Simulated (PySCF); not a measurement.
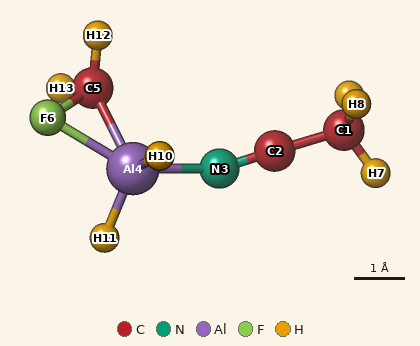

The structure as given in the input (ball-and-stick view, seen at a tilt; atoms are numbered from 1 in the order of the input). Sticks mark near contacts.

Geometry relaxation of C₃H₇AlFN (part 1 of 2)

System: C₃H₇AlFN.
Method: PBE0-D3(BJ)/def2-SVP geometry optimisation, gas phase (PySCF 2.14.0).

**What the program printed**
```
step   0  E = -514.80758162  max force = 0.044083
step   1  E = -514.81628658  max force = 0.011819
step   2  E = -514.81897574  max force = 0.008254
step   3  E = -514.82159662  max force = 0.009290
step   4  E = -514.82255696  max force = 0.011543
step   5  E = -514.82415531  max force = 0.012828
step   6  E = -514.82363199  max force = 0.018805
step   7  E = -514.82597375  max force = 0.008651
step   8  E = -514.82757882  max force = 0.006586
step   9  E = -514.82886668  max force = 0.007733
step  10  E = -514.82931605  max force = 0.004554
step  11  E = -514.82958639  max force = 0.001999
step  12  E = -514.82965941  max force = 0.001864
step  13  E = -514.82972967  max force = 0.000723
step  14  E = -514.82973880  max force = 0.000532
step  15  E = -514.82974206  max force = 0.000508
step  16  E = -514.82974267  max force = 0.000563
step  17  E = -514.82974118  max force = 0.000772
step  18  E = -514.82974788  max force = 0.000565
step  19  E = -514.82975384  max force = 0.000329
optimisation converged
```

**Trajectory as extended XYZ (Å, eV, eV/Å), 20 frames, from step=0 to step=19**
```
13
Properties=species:S:1:pos:R:3:forces:R:3 step=0 energy=-14008.62783
C     2.8836   -0.0466   -0.1227   -0.8084   1.9069  -0.3294
C     1.5174   -0.0151   -0.6120   -0.7511   0.0955  -0.6375
N     0.4287    0.0081   -1.0199    2.2669  -0.1783   0.6050
Al   -1.4258   -0.5972   -0.9063   -0.6694   0.6287   0.4521
C    -2.1308    0.8209    0.3448   -0.5784   0.3071   0.0608
F    -3.1599   -0.1757   -0.0177   -0.9413  -0.4125   0.1759
H     3.5594   -0.2446   -0.9433    0.4417  -0.1448  -0.4172
H     2.9733   -0.7806    0.6385    0.1636  -1.0582   0.9773
H     3.1042    0.9578    0.3183    0.0325  -0.5567  -0.2432
H    -1.1292   -1.9799   -0.2335    0.1688  -0.3968   0.2650
H    -1.8837   -0.5344   -2.3835   -0.1783   0.1114  -0.6555
H    -2.1142    0.7854    1.4556    0.2722   0.0384  -0.3202
H    -2.6170    1.7849    0.0504    0.5812  -0.3407   0.0669
13
Properties=species:S:1:pos:R:3:forces:R:3 step=1 energy=-14008.86470
C     2.9675   -0.0330   -0.1598   -0.1983   0.3366   0.0618
C     1.5902   -0.0229   -0.6030    0.0420   0.0919  -0.1650
N     0.4893   -0.0228   -0.9471    0.5316  -0.1963   0.1974
Al   -1.4645   -0.5721   -0.8627   -0.2325   0.4061   0.1650
C    -2.2370    0.8145    0.3608   -0.6078  -0.2841  -0.1830
F    -3.2773   -0.1793   -0.0457   -0.4514  -0.0991   0.1646
H     3.6308   -0.2583   -1.0024    0.0913  -0.0661  -0.0525
H     3.0847   -0.7830    0.6314    0.0611  -0.1132   0.0326
H     3.2209    0.9590    0.2501    0.0288  -0.1016  -0.0465
H    -1.1825   -1.9777   -0.1813    0.0959  -0.1227   0.1133
H    -1.8672   -0.4772   -2.3849   -0.0065   0.0835  -0.2272
H    -2.2574    0.7632    1.4617    0.2758   0.0502  -0.0467
H    -2.6914    1.7726    0.0517    0.3699   0.0147  -0.0139
13
Properties=species:S:1:pos:R:3:forces:R:3 step=2 energy=-14008.93788
C     2.9968   -0.0263   -0.1699   -0.0566   0.0576   0.0118
C     1.6106   -0.0350   -0.5825    0.0210   0.1225  -0.1390
N     0.5033   -0.0442   -0.9048    0.3067  -0.1928   0.1882
Al   -1.4921   -0.5644   -0.8462   -0.0019   0.1838  -0.0392
C    -2.2869    0.8022    0.3580   -0.4009  -0.4244  -0.1951
F    -3.3415   -0.1763   -0.0574   -0.2803   0.1686   0.2335
H     3.6455   -0.2596   -1.0255    0.0137  -0.0213  -0.0011
H     3.1446   -0.7765    0.6200    0.0256  -0.0252  -0.0109
H     3.2610    0.9653    0.2251    0.0085  -0.0023  -0.0083
H    -1.2168   -1.9819   -0.1575    0.0388   0.0137   0.0191
H    -1.8559   -0.4441   -2.3926    0.0392   0.0441  -0.0163
H    -2.2798    0.7442    1.4571    0.1359   0.0433  -0.0216
H    -2.6829    1.7797    0.0449    0.1505   0.0325  -0.0210
13
Properties=species:S:1:pos:R:3:forces:R:3 step=3 energy=-14009.00920
C     3.0654   -0.0232   -0.1994    0.1157  -0.1764  -0.0266
C     1.6587   -0.0712   -0.5287   -0.0009   0.1205  -0.0997
N     0.5374   -0.1047   -0.7935   -0.0780  -0.1047   0.1654
Al   -1.5373   -0.5445   -0.8044    0.4777  -0.1794  -0.3139
C    -2.3997    0.7759    0.3495   -0.1751  -0.3536  -0.1107
F    -3.4806   -0.1452   -0.0881   -0.0742   0.3932   0.2645
H     3.6678   -0.2567   -1.0911   -0.0442   0.0347   0.0224
H     3.2900   -0.7717    0.5769   -0.0292   0.0599  -0.0174
H     3.3394    0.9743    0.1683   -0.0162   0.0432   0.0176
H    -1.2938   -1.9743   -0.1143   -0.0460   0.0640  -0.0523
H    -1.7917   -0.3685   -2.3765    0.0197  -0.0201   0.1008
H    -2.3643    0.7089    1.4449   -0.0564   0.0593   0.0442
H    -2.6853    1.7836    0.0252   -0.0929   0.0595   0.0059
13
Properties=species:S:1:pos:R:3:forces:R:3 step=4 energy=-14009.03533
C     3.1021   -0.0271   -0.2168    0.1057  -0.1555  -0.0344
C     1.6849   -0.0977   -0.4952   -0.0029   0.0836  -0.0913
N     0.5569   -0.1498   -0.7257   -0.1964  -0.0416   0.1513
Al   -1.5463   -0.5410   -0.7859    0.5936  -0.2006  -0.2504
C    -2.4526    0.7685    0.3462   -0.0952  -0.2415  -0.0669
F    -3.5450   -0.1066   -0.1082   -0.0987   0.3239   0.1923
H     3.6741   -0.2403   -1.1331   -0.0412   0.0329   0.0201
H     3.3715   -0.7772    0.5428   -0.0336   0.0515  -0.0051
H     3.3700    0.9729    0.1489   -0.0125   0.0376   0.0201
H    -1.3448   -1.9789   -0.1028   -0.0683   0.0436  -0.0603
H    -1.7381   -0.3381   -2.3623   -0.0078  -0.0318   0.0851
H    -2.4377    0.7098    1.4430   -0.0417   0.0412   0.0422
H    -2.6890    1.7883    0.0179   -0.1010   0.0566  -0.0027
13
Properties=species:S:1:pos:R:3:forces:R:3 step=5 energy=-14009.07882
C     3.1526   -0.0328   -0.2466    0.0097  -0.0135  -0.0160
C     1.7213   -0.1634   -0.4156    0.0340  -0.0056  -0.0784
N     0.5847   -0.2690   -0.5710   -0.3617   0.0816   0.0904
Al   -1.5464   -0.5581   -0.7483    0.6597  -0.1282  -0.0277
C    -2.5241    0.7694    0.3214    0.1053   0.0319   0.0133
F    -3.6552    0.0183   -0.1557   -0.3043   0.0646   0.0386
H     3.6485   -0.1097   -1.2252   -0.0096   0.0056   0.0049
H     3.5299   -0.8310    0.4083   -0.0152   0.0025   0.0128
H     3.3890    0.9437    0.1991    0.0007   0.0022   0.0101
H    -1.4771   -2.0083   -0.0809   -0.0762  -0.0228  -0.0512
H    -1.6137   -0.3249   -2.3245   -0.0354  -0.0325  -0.0125
H    -2.5511    0.7383    1.4214    0.0118   0.0047   0.0147
H    -2.6525    1.8104   -0.0135   -0.0187   0.0096   0.0010
13
Properties=species:S:1:pos:R:3:forces:R:3 step=6 energy=-14009.06458
C     3.1584   -0.0236   -0.2651    0.5816   0.0535  -0.0972
C     1.7233   -0.2124   -0.3595   -0.1330  -0.1425  -0.1389
N     0.5839   -0.3711   -0.4576   -0.1017   0.2045   0.0568
Al   -1.5373   -0.6037   -0.7132    0.5612  -0.1017   0.0939
C    -2.5321    0.7854    0.2838    0.1142   0.1715  -0.0068
F    -3.7177    0.1350   -0.1729   -0.2579   0.0541   0.0217
H     3.5852    0.1606   -1.2982   -0.3709  -0.1697   0.9670
H     3.6359   -0.9424    0.1835   -0.3593   0.7810  -0.3588
H     3.3565    0.8687    0.3872   -0.0031  -0.6214  -0.4384
H    -1.5881   -2.0509   -0.0368   -0.0526  -0.0067  -0.0557
H    -1.5315   -0.3953   -2.2938   -0.0218  -0.0329  -0.0425
H    -2.5650    0.7999    1.3870    0.0291  -0.0225  -0.0426
H    -2.5655    1.8329   -0.0757    0.0143  -0.1674   0.0414
13
Properties=species:S:1:pos:R:3:forces:R:3 step=7 energy=-14009.12831
C     3.1451   -0.0142   -0.2606    0.0927   0.0272  -0.0011
C     1.7141   -0.2087   -0.3611    0.0007  -0.0803  -0.0591
N     0.5777   -0.3727   -0.4595   -0.3159   0.1470   0.0239
Al   -1.5243   -0.6215   -0.7272    0.4449   0.0451   0.1433
C    -2.5180    0.7742    0.2850   -0.0646  -0.0336  -0.0927
F    -3.7401    0.1781   -0.1518   -0.1174   0.0490   0.0479
H     3.5715    0.1248   -1.2716   -0.0684  -0.0458   0.2052
H     3.6118   -0.8926    0.2212   -0.0771   0.1607  -0.1015
H     3.3510    0.8854    0.3445    0.0083  -0.1195  -0.0722
H    -1.5923   -2.0735   -0.0705   -0.0414  -0.0442  -0.0322
H    -1.5201   -0.4044   -2.3062   -0.0202  -0.0301  -0.0558
H    -2.5380    0.7854    1.3879    0.0731  -0.0371  -0.0005
H    -2.5323    1.8228   -0.0613    0.0854  -0.0385  -0.0052
13
Properties=species:S:1:pos:R:3:forces:R:3 step=8 energy=-14009.17198
C     3.1048    0.0141   -0.2552   -0.2093   0.0367   0.0833
C     1.6800   -0.2169   -0.3409    0.0701  -0.0560   0.0168
N     0.5481   -0.4131   -0.4190   -0.3386   0.1201  -0.0306
Al   -1.5064   -0.6752   -0.7335    0.2519   0.0708   0.1154
C    -2.4804    0.7586    0.2603   -0.1790  -0.0805  -0.0753
F    -3.7734    0.3001   -0.1128    0.0570   0.0828   0.0611
H     3.5010    0.2313   -1.2494    0.1030   0.0198  -0.2370
H     3.6007   -0.8703    0.1534    0.0944  -0.1871   0.0518
H     3.3052    0.8675    0.4003    0.0101   0.1355   0.1072
H    -1.6451   -2.1297   -0.0950   -0.0087  -0.0603  -0.0119
H    -1.4795   -0.4709   -2.3164   -0.0040  -0.0321  -0.0543
H    -2.4505    0.7839    1.3637    0.0710  -0.0540   0.0101
H    -2.3984    1.8034   -0.0866    0.0821   0.0043  -0.0365
13
Properties=species:S:1:pos:R:3:forces:R:3 step=9 energy=-14009.20703
C     3.0090    0.0620   -0.2310   -0.2870  -0.0040   0.0808
C     1.5962   -0.2197   -0.3263    0.0855  -0.0141   0.1140
N     0.4724   -0.4574   -0.3974   -0.0387   0.0674  -0.0673
Al   -1.4926   -0.7675   -0.7561   -0.2187   0.0516  -0.0141
C    -2.3840    0.7424    0.2225   -0.2305  -0.0832  -0.0381
F    -3.7575    0.5259   -0.0194    0.1838   0.0283   0.0618
H     3.3783    0.4120   -1.1917    0.1514   0.1299  -0.3977
H     3.5432   -0.8429    0.0525    0.1939  -0.3406   0.0830
H     3.1932    0.8301    0.5220   -0.0045   0.2116   0.2026
H    -1.7083   -2.2240   -0.1340    0.0429  -0.0241   0.0207
H    -1.4535   -0.6067   -2.3504    0.0183  -0.0203  -0.0137
H    -2.2426    0.7704    1.3188    0.0294  -0.0496   0.0268
H    -2.1480    1.7581   -0.1408    0.0742   0.0471  -0.0589
13
Properties=species:S:1:pos:R:3:forces:R:3 step=10 energy=-14009.21925
C     2.9833    0.0729   -0.2185   -0.1044  -0.0180   0.0035
C     1.5718   -0.2073   -0.3404    0.0133  -0.0157   0.1008
N     0.4480   -0.4422   -0.4302    0.1243   0.0477  -0.0574
Al   -1.5062   -0.7829   -0.7739   -0.2131   0.0003  -0.0588
C    -2.3516    0.7383    0.2204   -0.2342  -0.0935  -0.0327
F    -3.7376    0.5585    0.0386    0.1862   0.0466   0.0399
H     3.3708    0.4406   -1.1732    0.0609   0.0726  -0.1705
H     3.5166   -0.8434    0.0537    0.0821  -0.1518   0.0474
H     3.1538    0.8297    0.5551   -0.0112   0.0967   0.0949
H    -1.6961   -2.2404   -0.1399    0.0365   0.0013   0.0198
H    -1.4905   -0.6431   -2.3728    0.0074  -0.0103   0.0159
H    -2.1606    0.7576    1.3099    0.0231  -0.0046   0.0105
H    -2.0958    1.7444   -0.1601    0.0291   0.0287  -0.0133
13
Properties=species:S:1:pos:R:3:forces:R:3 step=11 energy=-14009.22661
C     2.9699    0.0806   -0.2083    0.0785  -0.0050  -0.0362
C     1.5604   -0.2037   -0.3499   -0.0219  -0.0240   0.0580
N     0.4373   -0.4369   -0.4574    0.1028   0.0333  -0.0588
Al   -1.5294   -0.7930   -0.7915   -0.0704  -0.0720  -0.0586
C    -2.3370    0.7328    0.2166    0.0311  -0.0266  -0.0115
F    -3.7236    0.5915    0.0912   -0.0422   0.0399   0.0122
H     3.3684    0.4709   -1.1589   -0.0357  -0.0234   0.0765
H     3.5097   -0.8430    0.0563   -0.0402   0.0705  -0.0082
H     3.1208    0.8301    0.5837    0.0021  -0.0329  -0.0314
H    -1.6887   -2.2475   -0.1391    0.0233   0.0081   0.0068
H    -1.5333   -0.6714   -2.3920    0.0059  -0.0036   0.0221
H    -2.0918    0.7437    1.2960   -0.0104   0.0173   0.0123
H    -2.0569    1.7287   -0.1777   -0.0227   0.0185   0.0169
```
